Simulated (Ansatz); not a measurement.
# A workflow on BSiH3ClO (SMILES [SiH3]O[B]Cl)

Aim: a series of 8 runs (UHF/STO-3G, UHF/3-21G, UHF/6-31G*) of BClH3OSi. 

The results are computed with Ansatz 0.2.0.

## Step 1: The structure to begin with

The species is BSiH3ClO (7 atoms), meant as a doublet with charge 0. As SMILES, `[SiH3]O[B]Cl`. Geometry: relaxed at PBE0-D4/def2-TZVP. This is one conformer, not always the lowest. The run starts from this shape.

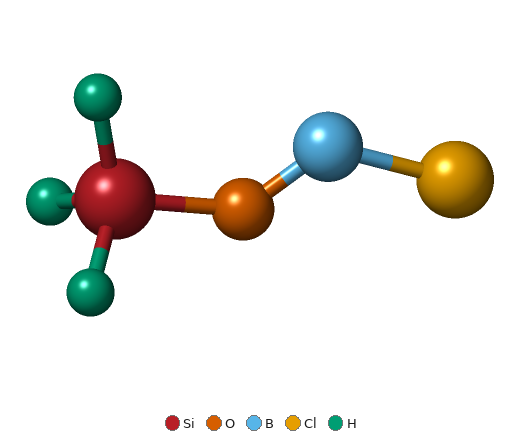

The structure, seen from a chosen angle (silicon red, oxygen orange, boron blue, chlorine amber, hydrogen teal).

## Step 2: A structure relaxation at UHF/STO-3G (start density atoms) (run 1)

Input file input.yaml:

```yaml
crystal:
  periodic: [false, false, false]
  atoms:
    - {symbol: Si, position_ang: [-0.573000, 0.775400, 0.374800]}
    - {symbol: O, position_ang: [0.044900, -0.648400, -0.233600]}
    - {symbol: B, position_ang: [1.256200, -1.042100, -0.596600]}
    - {symbol: Cl, position_ang: [1.605000, -2.636800, -1.219100]}
    - {symbol: H, position_ang: [-1.201300, 0.456800, 1.676100]}
    - {symbol: H, position_ang: [0.515600, 1.766600, 0.541200]}
    - {symbol: H, position_ang: [-1.586300, 1.260400, -0.588400]}
basis:
  gaussian:
    orbitals: STO-3G
total_charge: 0
magnetization:
  spin_polarized: true
  initial_magnetization: 1
hamiltonian:
  xc: hf
relax:
  f_tol: 0.002
output: {orbitals: {seedname: orbitals}}
```

Launch:

```sh
$ ansatz run input.yaml --threads 1 --pin off --max-ram 3480MiB --events-out events.jsonl --progress --plain --runs-dir runs
```

What it wrote:

```text
Warning: RAYON_NUM_THREADS=1 ignored (pool sized by the plan → 1); use --threads N
The last accepted step is kept in runs//last_step.txt (removed where the run ends without a failure and the disk answers)
[... 62 lines left out ...]
Total energy: -22863.33848734 eV, -840.2121920822 hartree
[... 7 lines left out ...]
Dipole moment:    -0.344984     0.875269     0.370910 e Å
```

It took 8.1 s on 1 thread of Arm Neoverse V1, shared host; peak memory 0.12 GiB.

The path in brief:

```tsv
step	energy from the first frame kept (eV)	largest force (eV/Å)
1	0.0000	3.1919
2	-0.2175	1.2371
3	-0.2372	0.2396
4	-0.2383	0.0548
5	-0.2383	0.0168
6	-0.2384	0.0185
7	-0.2384	0.0053
8	-0.2384	0.0003
```

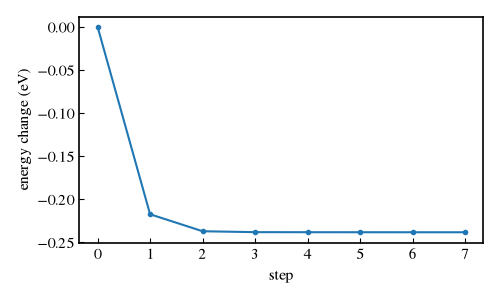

Energy along the run.

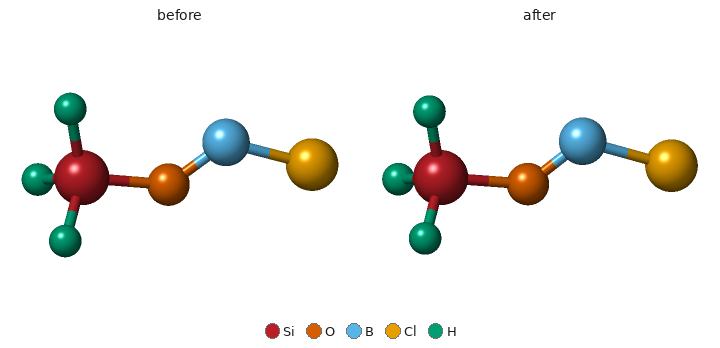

Before and after, at one scale.

After the run. Bond lengths: Si1–O2 1.679 Å, O2–B3 1.294 Å, B3–Cl4 1.817 Å, Si1–H5 1.422 Å, Si1–H6 1.423 Å, Si1–H7 1.422 Å. Angles: Si1–O2–B3 131.9°, O2–B3–Cl4 120.2°, O2–Si1–H5 107.2°, O2–Si1–H6 109.6°, O2–Si1–H7 107.2°, H5–Si1–H6 110.8°, H5–Si1–H7 111.1°, H6–Si1–H7 110.8°.

## Step 3: The harmonic vibrations at UHF/STO-3G (start density atoms) (run 2)

Input file molecule.yaml:

```yaml
crystal:
  periodic: [false, false, false]
  atoms:
    - {symbol: Si, position_ang: [-0.577090, 0.779888, 0.376392]}
    - {symbol: O, position_ang: [0.051415, -0.649130, -0.240548]}
    - {symbol: B, position_ang: [1.254548, -0.991211, -0.573451]}
    - {symbol: Cl, position_ang: [1.586074, -2.655578, -1.221773]}
    - {symbol: H, position_ang: [-1.173796, 0.469316, 1.629393]}
    - {symbol: H, position_ang: [0.468382, 1.732140, 0.536089]}
    - {symbol: H, position_ang: [-1.548433, 1.246476, -0.551701]}
basis:
  gaussian:
    orbitals: STO-3G
phonons:
  temperatures: {t_min: 298.15, t_max: 298.15, t_step: 1}
hamiltonian:
  xc: hf
magnetization:
  spin_polarized: true
  initial_magnetization: 1
```

Launch:

```sh
$ ansatz run molecule.yaml --threads 1 --pin off --max-ram 3480MiB --events-out events.jsonl --progress --plain --runs-dir runs
```

What it wrote:

```text
Warning: RAYON_NUM_THREADS=1 ignored (pool sized by the plan → 1); use --threads N
[... 232 lines left out ...]
Total energy: -22863.33850580 eV, -840.2121927606 hartree
[... 7 lines left out ...]
Dipole moment:    -0.344985     0.875270     0.370910 e Å
Vibrations: 48.23 120.24 155.51 356.04 822.05 874.26 888.10 963.01 1185.35 1203.06 1204.55 1704.77 2872.15 2924.11 2928.11 cm⁻¹, zero-point energy 1.131327 eV
```

It took 18 s on 1 thread of Arm Neoverse V1, shared host; peak memory 0.086 GiB.

Runs 3 to 5 aren't shown in full; the table further down has their settings and results.

## Step 4: Vibrational wavenumbers at UHF/3-21G (start density atoms) (run 6)

Input file in.yaml:

```yaml
crystal:
  periodic: [false, false, false]
  atoms:
    - {symbol: Si, position_ang: [-0.525557, 0.812791, 0.379270]}
    - {symbol: O, position_ang: [0.659776, -0.230978, -0.197047]}
    - {symbol: B, position_ang: [1.504902, -1.135056, -0.665244]}
    - {symbol: Cl, position_ang: [0.994263, -2.835393, -1.186510]}
    - {symbol: H, position_ang: [-1.145150, 0.208343, 1.576662]}
    - {symbol: H, position_ang: [0.108610, 2.100909, 0.727781]}
    - {symbol: H, position_ang: [-1.535743, 1.011284, -0.680511]}
basis:
  gaussian:
    orbitals: 3-21G.json
phonons:
  temperatures: {t_min: 298.15, t_max: 298.15, t_step: 1}
magnetization:
  spin_polarized: true
  initial_magnetization: 1
hamiltonian:
  xc: hf
```

The basis set 3-21G is read from a file made from the Basis Set Exchange's data (not shown).

Launch:

```sh
$ ansatz run in.yaml --threads 1 --pin off --max-ram 3480MiB --events-out events.jsonl --progress --plain --runs-dir runs
```

What it wrote:

```text
Warning: RAYON_NUM_THREADS=1 ignored (pool sized by the plan → 1); use --threads N
[... 237 lines left out ...]
WARN: phonons: modes at or below zero, which the zero-point energy, F, S and C_V leave out: 1, the lowest at -24.88 cm⁻¹. A minimum has none, and a first-order saddle one
Total energy: -23007.21700944 eV, -845.4996302450 hartree
[... 7 lines left out ...]
Dipole moment:    -0.257525     0.742845     0.309921 e Å
Vibrations: -24.88 46.57 211.88 332.69 650.31 777.96 783.93 804.20 1016.05 1023.63 1068.80 1601.47 2333.45 2335.33 2344.10 cm⁻¹, zero-point energy 0.950362 eV
```

It took 25 s on 1 thread of Arm Neoverse V1, shared host; peak memory 0.11 GiB.

Run 7 isn't shown in full; the table further down has it.

## Step 5: Vibrational wavenumbers at UHF/6-31G(d) (Cartesian functions, start density atoms) (run 8)

Input file run.yaml:

```yaml
crystal:
  periodic: [false, false, false]
  atoms:
    - {symbol: Si, position_ang: [-0.573902, 0.778259, 0.375637]}
    - {symbol: O, position_ang: [0.107388, -0.609533, -0.234431]}
    - {symbol: B, position_ang: [1.295162, -1.047264, -0.602856]}
    - {symbol: Cl, position_ang: [1.551298, -2.682707, -1.225168]}
    - {symbol: H, position_ang: [-1.200425, 0.446461, 1.660822]}
    - {symbol: H, position_ang: [0.465585, 1.801876, 0.562100]}
    - {symbol: H, position_ang: [-1.584006, 1.244808, -0.581704]}
basis:
  gaussian:
    orbitals: "6-31G*"
magnetization:
  spin_polarized: true
  initial_magnetization: 1
hamiltonian:
  xc: hf
phonons:
  temperatures: {t_min: 298.15, t_max: 298.15, t_step: 1}
```

Launch:

```sh
$ ansatz run run.yaml --threads 1 --pin off --max-ram 3480MiB --events-out events.jsonl --progress --plain --runs-dir runs
```

What it wrote:

```text
Warning: RAYON_NUM_THREADS=1 ignored (pool sized by the plan → 1); use --threads N
[... 231 lines left out ...]
Total energy: -23123.20208545 eV, -849.7620031711 hartree
[... 7 lines left out ...]
Dipole moment:    -0.200334     0.500691     0.212262 e Å
Vibrations: 57.99 91.36 112.28 323.52 754.24 791.11 820.53 893.88 1049.60 1053.10 1072.83 1491.03 2414.29 2429.64 2433.20 cm⁻¹, zero-point energy 0.978768 eV
```

Wall time 51 s (1 thread of Arm Neoverse V1, shared host); peak memory 0.15 GiB.

## Step 6: The series

```tsv
run	level	task	walk f tol	partner	energy (Eh)	dipole moment (D)	⟨S²⟩	wall time
1	UHF/STO-3G (start density atoms)	optimise	0.002	base	-840.212192	4.86	0.756	8.1 s
2	UHF/STO-3G (start density atoms)	frequencies	–	base	-840.212193	4.86	0.756	18 s
3	UHF/STO-3G (start density atoms)	energy	–	cation	-839.987346	–	–	0.32 s
4	UHF/STO-3G (start density atoms)	optimise	–	cation	-840.077571	–	–	7.5 s
5	UHF/3-21G (start density atoms)	optimise	0.002	base	-845.499630	4.06	0.755	19 s
6	UHF/3-21G (start density atoms)	frequencies	–	base	-845.499630	4.06	0.755	25 s
7	UHF/6-31G* (Cartesian functions, start density atoms)	optimise	0.002	base	-849.762003	2.78	0.754	21 s
8	UHF/6-31G* (Cartesian functions, start density atoms)	frequencies	–	base	-849.762003	2.78	0.754	51 s
```

## Step 7: Summary of results

| quantity | value |
| --- | --- |
| run 8, UHF/6-31G*: total energy | -849.76200 Eh |
| run 8, UHF/6-31G*: dipole moment | 2.78 D |
| run 8, UHF/6-31G*: ⟨S²⟩ | 0.754 |
| run 8, UHF/6-31G*: largest force on an atom | 0.002 eV/Å |
| run 8, UHF/6-31G*: lowest harmonic wavenumber | 58 cm⁻¹ |
| run 8, UHF/6-31G*: highest harmonic wavenumber | 2433 cm⁻¹ |
| run 8, UHF/6-31G*: zero-point energy | 94.4 kJ/mol |
| vertical ionisation energy (to the singlet cation) | 6.118 eV |
| adiabatic ionisation energy (to the singlet cation, no zero-point term) | 3.663 eV |

The vertical ionisation energy comes to 6.12 eV (590 kJ/mol). Only the singlet of the ionised species was computed; a triplet could lie lower. In a minimal basis such a difference can be off by several eV, whatever the method. The adiabatic ionisation energy (to the singlet cation, no zero-point term) is 3.66 eV (353 kJ/mol). In runs 1, 2, 3, 4 the basis is minimal, so the values are rough. All runs together took 2.5 min, the longest 51 s.
